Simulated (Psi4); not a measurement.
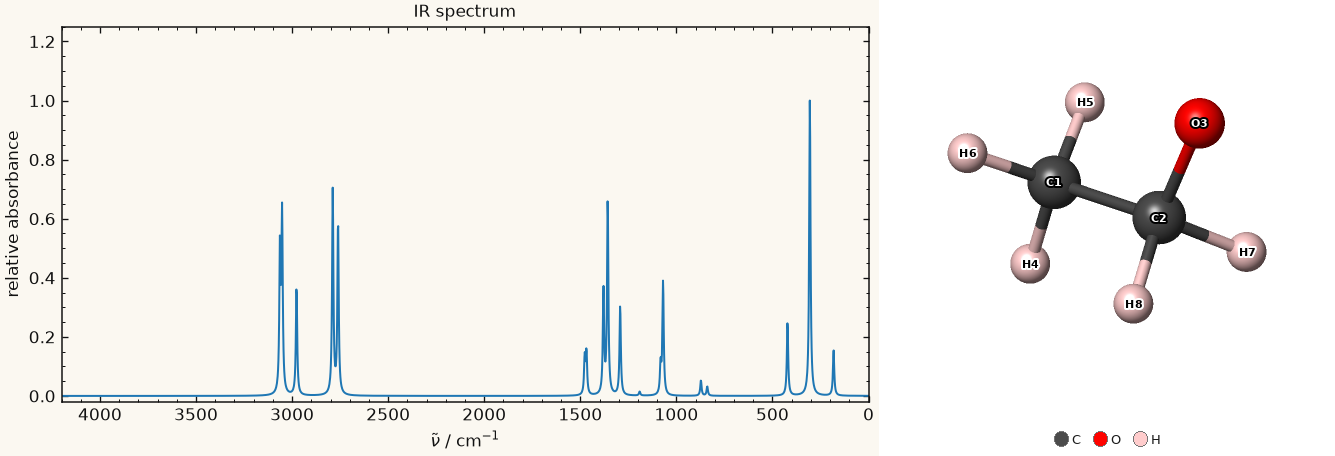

Infrared spectrum of C₂H₅O, SMILES CC[O], doublet. Unscaled harmonic wavenumbers and double-harmonic intensities, BP86/6-31G(d) with Psi4 1.11, at a geometry relaxed at this level, isolated molecule. Lorentzian lines of 8 cm⁻¹ full width. Close modes add up in the curve.

### Which lines are the most intense?

305.2 cm⁻¹ (40.6 km/mol), 2788.4 cm⁻¹ (28.0 km/mol) and 1357.4 cm⁻¹ (26.6 km/mol).

### List the modes.

```tsv
cm⁻¹	km/mol
181.7	6.2
305.2	40.6
421.5	10.0
839.2	1.3
872.2	2.1
1069.2	15.5
1082.2	4.0
1191.1	0.6
1292.5	12.3
1357.4	26.6
1379.3	14.2
1467.9	5.7
1477.0	5.0
2760.8	23.6
2788.4	28.0
2976.9	14.9
3051.9	24.0
3062.9	19.8
```

Known limits of this run: double-zeta basis.
